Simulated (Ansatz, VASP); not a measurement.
## Cross-check of FeNi3 (Awaruite) between VASP and Ansatz

Aim: how closely do two programs agree when they are given the same cell, functional and k mesh?

Main program and level: Ansatz 0.2.0; plane waves, with VASP 6.6.1 beside it; single point at PBE.

## (1) Starting point

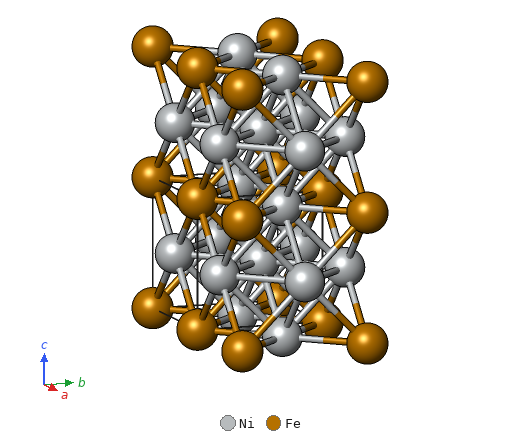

The cell as given, slightly off an axis (nickel light grey, iron orange). 2×1×2 cells are drawn. Some periodic images of atoms are drawn too.

Structure file:

```cif
data_structure
_symmetry_space_group_name_H-M 'P 1'
_symmetry_Int_Tables_number 1
_cell_length_a 3.5450
_cell_length_b 3.5450
_cell_length_c 3.5450
_cell_angle_alpha 90.000
_cell_angle_beta 90.000
_cell_angle_gamma 90.000
_cell_volume 44.55
loop_
_atom_site_label
_atom_site_type_symbol
_atom_site_fract_x
_atom_site_fract_y
_atom_site_fract_z
_atom_site_occupancy
Ni1 Ni 0.50000 0.50000 0.00000 1
Ni2 Ni 0.50000 0.00000 0.50000 1
Ni3 Ni 0.00000 0.50000 0.50000 1
Fe4 Fe 0.00000 0.00000 0.00000 1
```

## (2) VASP: single point, PBE

With cell and atoms fixed, the geometry can't cause a difference; cores, projectors, grids and the points listed under the comparison can.

Lines of VASP's logs that name or quote its potential files are left out, and so is its time.

INCAR reads:

```
SYSTEM = FeNi3
PREC = Accurate
ENCUT = 400
EDIFF = 1E-06
NELM = 100
ISMEAR = -1
SIGMA = 0.05
LREAL = .FALSE.
ALGO = Normal
GGA = PE
NBANDS = 27
ISPIN = 2
MAGMOM = 1 1 1 3
LMAXMIX = 4
LORBIT = 11
LWAVE = .FALSE.
LCHARG = .TRUE.
ISIF = 2
LELF = .TRUE.
LVHAR = .TRUE.
```

POSCAR reads:

```
FeNi3
1.0
    3.5450000000      0.0000000000      0.0000000000
    0.0000000000      3.5450000000      0.0000000000
    0.0000000000      0.0000000000      3.5450000000
Ni Fe
3 1
Direct
    0.5000000000      0.5000000000      0.0000000000
    0.5000000000      0.0000000000      0.5000000000
    0.0000000000      0.5000000000      0.5000000000
    0.0000000000      0.0000000000      0.0000000000
```

KPOINTS reads:

```
Automatic mesh
0
Gamma
8 8 8
0 0 0
```

Potentials, in the order of the species: Ni and Fe (PBE family, release 64).

Started as:

```
> mpirun -np 2 vasp_std
```

Numbers of over 12 decimals in the logs are rounded to 6 here.

The log of the run:

```text
[banner, memory and clock lines left out]
running    2 mpi-ranks, on    1 nodes
 distrk:  each k-point on    2 cores,    1 groups
 distr:  one band on    1 cores,    2 groups

 POSCAR found type information on POSCAR NiFe
 POSCAR found :  2 types and       4 ions
 LDA part: xc-table for (Slater+PW92), standard interpolation
|                                                                             |
|           W    W    AA    RRRRR   N    N  II  N    N   GGGG   !!!           |
|           W    W   A  A   R    R  NN   N  II  NN   N  G    G  !!!           |
|           W    W  A    A  R    R  N N  N  II  N N  N  G       !!!           |
|           W WW W  AAAAAA  RRRRR   N  N N  II  N  N N  G  GGG   !            |
|           WW  WW  A    A  R   R   N   NN  II  N   NN  G    G                |
|           W    W  A    A  R    R  N    N  II  N    N   GGGG   !!!           |
|                                                                             |
|     The number of bands has been changed from the values supplied in        |
|     The orbitals not found in the WAVECAR file will be initialized with     |
|     random numbers, which is usually adequate. For correlated               |
|     calculations, however, you should redo the groundstate calculation.     |
|     I found NBANDS = 27. Now, NBANDS = 28.                                  |
|                                                                             |

 POSCAR, INCAR and KPOINTS ok, starting setup
 FFT: planning ... GRIDC
 FFT: planning ... GRID_SOFT
 FFT: planning ... GRID
 WAVECAR not read
 entering main loop
       N       E                     dE             d eps       ncg     rms          rms(c)
DAV:   1     0.212910731300E+03    0.21291E+03   -0.14736E+04  4136   0.160E+03
DAV:   2    -0.179304813237E+02   -0.23084E+03   -0.21944E+03  3924   0.308E+02
DAV:   3    -0.290060244185E+02   -0.11076E+02   -0.10534E+02  4128   0.942E+01
DAV:   4    -0.291391965440E+02   -0.13317E+00   -0.13306E+00  4380   0.109E+01
DAV:   5    -0.291434388180E+02   -0.42423E-02   -0.42421E-02  5320   0.155E+00    0.207E+01
DAV:   6    -0.260203793018E+02    0.31231E+01   -0.30147E+01  4208   0.873E+01    0.154E+01
DAV:   7    -0.270750884318E+02   -0.10547E+01   -0.95822E+00  4312   0.744E+01    0.211E+01
DAV:   8    -0.250081986354E+02    0.20669E+01   -0.72964E+00  4628   0.438E+01    0.455E+00
DAV:   9    -0.250335762029E+02   -0.25378E-01   -0.37384E-01  4904   0.795E+00    0.288E+00
DAV:  10    -0.250056174072E+02    0.27959E-01   -0.61149E-02  4728   0.664E+00    0.123E+00
DAV:  11    -0.250036225847E+02    0.19948E-02   -0.13406E-02  5836   0.123E+00    0.723E-01
DAV:  12    -0.250044509413E+02   -0.82836E-03   -0.23045E-03  4760   0.107E+00    0.242E-01
DAV:  13    -0.250044736987E+02   -0.22757E-04   -0.53793E-04  5372   0.406E-01    0.576E-02
DAV:  14    -0.250044905232E+02   -0.16824E-04   -0.80501E-05  5200   0.120E-01    0.378E-02
DAV:  15    -0.250044868839E+02    0.36392E-05   -0.98078E-06  5112   0.604E-02    0.154E-02
DAV:  16    -0.250044859649E+02    0.91909E-06   -0.28683E-06  2480   0.372E-02
   1 F= -.25004486E+02 E0= -.24990573E+02  d E =-.278252E-01  mag=     4.7967
```

From OUTCAR (step 2):

```text
ion  position               nearest neighbor table
   1  0.500  0.500  0.000-   2 2.51   3 2.51   4 2.51   2 2.51   3 2.51   2 2.51   4 2.51   2 2.51
                             3 2.51   4 2.51   3 2.51   4 2.51
   2  0.500  0.000  0.500-   1 2.51   3 2.51   4 2.51   1 2.51   4 2.51   1 2.51   3 2.51   1 2.51
                             3 2.51   4 2.51   4 2.51   3 2.51
   3  0.000  0.500  0.500-   1 2.51   2 2.51   4 2.51   1 2.51   4 2.51   2 2.51   4 2.51   4 2.51
                             1 2.51   2 2.51   1 2.51   2 2.51
   4  0.000  0.000  0.000-   1 2.51   2 2.51   3 2.51   2 2.51   3 2.51   1 2.51   3 2.51   3 2.51
                             1 2.51   2 2.51   2 2.51   1 2.51

  LATTYP: Found a simple cubic cell.
 ALAT       =     3.5450000000

 Subroutine GETGRP returns: Found 48 space group operations
 (whereof 48 operations were pure point group operations)

The static configuration has the point symmetry O_h .

 Found     35 irreducible k-points:

   k-points           NKPTS =     35   k-points in BZ     NKDIM =     35   number of bands    NBANDS=     28

   dimension x,y,z NGX =    24 NGY =   24 NGZ =   24
   dimension x,y,z NGXF=    48 NGYF=   48 NGZF=   48

   ENCUT  =  400.0 eV  29.40 Ry    5.42 a.u.   5.78  5.78  5.78*2*pi/ulx,y,z

   NELECT =      38.0000    total number of electrons

 k-points in reciprocal lattice and weights: Automatic mesh
   0.00000000  0.00000000  0.00000000       0.002
   0.12500000  0.00000000  0.00000000       0.012
   0.25000000  0.00000000  0.00000000       0.012
   0.37500000  0.00000000  0.00000000       0.012
   0.50000000  0.00000000  0.00000000       0.006
   0.12500000  0.12500000  0.00000000       0.023
   0.25000000  0.12500000  0.00000000       0.047
   0.37500000  0.12500000  0.00000000       0.047
   0.50000000  0.12500000  0.00000000       0.023
[...]
0.50000000  0.50000000  0.37500000       0.012
   0.50000000  0.50000000  0.50000000       0.002

 average (electrostatic) potential at core
       1 -82.8950       2 -82.8950       3 -82.8950       4 -41.3966

 E-fermi :   8.5619

 spin component 1
 k-point     1 :       0.0000    0.0000    0.0000
  band No.  band energies     occupation
    ...
     17       7.8362      1.00000
     18       7.8362      1.00000
     19       7.9486      1.00000
     20       7.9486      1.00000
     21       7.9486      1.00000
     22      10.8207      0.00000
     23      10.8207      0.00000
     24      10.8207      0.00000
     25      17.4123      0.00000
     26      17.4123      0.00000
    ...

 k-point     2 :       0.1250    0.0000    0.0000
  band No.  band energies     occupation
    ...
     17       7.7164      1.00000
     18       7.8036      1.00000
     19       7.8036      1.00000
     20       7.8361      1.00000
     21       7.9487      1.00000
     22       9.8505      0.00000
     23      11.4086      0.00000
     24      11.4086      0.00000
     25      17.4624      0.00000
     26      17.6954      0.00000
    ...

 k-point     3 :       0.2500    0.0000    0.0000
  band No.  band energies     occupation
    ...
     18       7.5270      1.00000
     19       7.6424      1.00000
     20       7.8360      1.00000
     21       7.9490      1.00000
     22       8.1355      0.99980
     23      12.6955      0.00000
     24      12.6955      0.00000
     25      17.6250      0.00000
     26      17.8517      0.00000
     27      19.9972      0.00000
    ...

 k-point     4 :       0.3750    0.0000    0.0000
  band No.  band energies     occupation
    ...
     18       7.1640      1.00000
     19       7.2213      1.00000
     20       7.5585      1.00000
     21       7.8359      1.00000
     22       7.9494      1.00000
     23      14.2870      0.00000
     24      14.2870      0.00000
     25      17.9227      0.00000
     26      17.9903      0.00000
     27      17.9903      0.00000
    ...

 k-point     5 :       0.5000    0.0000    0.0000
  band No.  band energies     occupation
    ...
     18       7.0333      1.00000
     19       7.1511      1.00000
     20       7.5148      1.00000
     21       7.8359      1.00000
     22       7.9495      1.00000
     23      16.0490      0.00000
     24      16.0490      0.00000
     25      16.0877      0.00000
     26      16.0877      0.00000
     27      18.1983      0.00000
    ...

 k-point     6 :       0.1250    0.1250    0.0000
  band No.  band energies     occupation
    ...
     17       7.6520      1.00000
     18       7.6727      1.00000
     19       7.7524      1.00000
     20       7.7938      1.00000
     21       7.8707      1.00000
     22      10.4089      0.00000
     23      10.4599      0.00000
     24      11.9021      0.00000
     25      17.6041      0.00000
     26      18.8228      0.00000
    ...

  Total       -0.2189695     -0.2189695     -0.2189695      0.0000000      0.0000000     -0.0000000
  in kB       -7.8749096     -7.8749096     -7.8749096      0.0000000      0.0000000     -0.0000000
  external PRESSURE =      -7.8749096 kB  Pullay stress =       0.0000000 kB

  energy-cutoff  :      400.00
  volume of cell :       44.55
      direct lattice vectors                 reciprocal lattice vectors
     3.545000000  0.000000000  0.000000000     0.282087447  0.000000000  0.000000000
     0.000000000  3.545000000  0.000000000     0.000000000  0.282087447  0.000000000
     0.000000000  0.000000000  3.545000000     0.000000000  0.000000000  0.282087447

 POSITION                                       TOTAL-FORCE (eV/Angst)
 -----------------------------------------------------------------------------------
      1.77250      1.77250      0.00000         0.000000      0.000000      0.000000
      1.77250      0.00000      1.77250         0.000000      0.000000      0.000000
      0.00000      1.77250      1.77250         0.000000      0.000000      0.000000
      0.00000      0.00000      0.00000         0.000000      0.000000      0.000000
 -----------------------------------------------------------------------------------
    total drift:                                0.000000     -0.000000     -0.000000

  FREE ENERGIE OF THE ION-ELECTRON SYSTEM (eV)
  ---------------------------------------------------
  free  energy   TOTEN  =       -25.0044859649 eV

  energy  without entropy=      -24.9766607967  energy(sigma->0) =      -24.99057338

 total charge
# of ion       s       p       d       tot
------------------------------------------
    1        0.504   0.509   8.320   9.333
    2        0.504   0.509   8.320   9.333
    3        0.504   0.509   8.320   9.333
    4        0.474   0.502   6.110   7.086
--------------------------------------------------
tot          1.985   2.030  31.069  35.084

 magnetization (x)
# of ion       s       p       d       tot
------------------------------------------
    1       -0.015  -0.043   0.697   0.638
    2       -0.015  -0.043   0.697   0.638
    3       -0.015  -0.043   0.697   0.638
    4        0.012   0.000   2.899   2.911
--------------------------------------------------
tot         -0.034  -0.130   4.990   4.826

[... 6 further parts left out ...]
```

The run ends at a pressure of -0.79 GPa.

(Continued in part 2 of 2.)

[Lines on the potential files, build, host, timing and source positions are cut from VASP's logs without a mark.]

[Logs are printed without paths, hosts, clocks, repeated set-up lines and the standing remarks that a program may print on its own settings, such as how far it seeks lower states.]

[Hosts, paths, dates, database ids (printed as entryN), source tags and the programs' standing remarks are cut or masked in the printed files.]
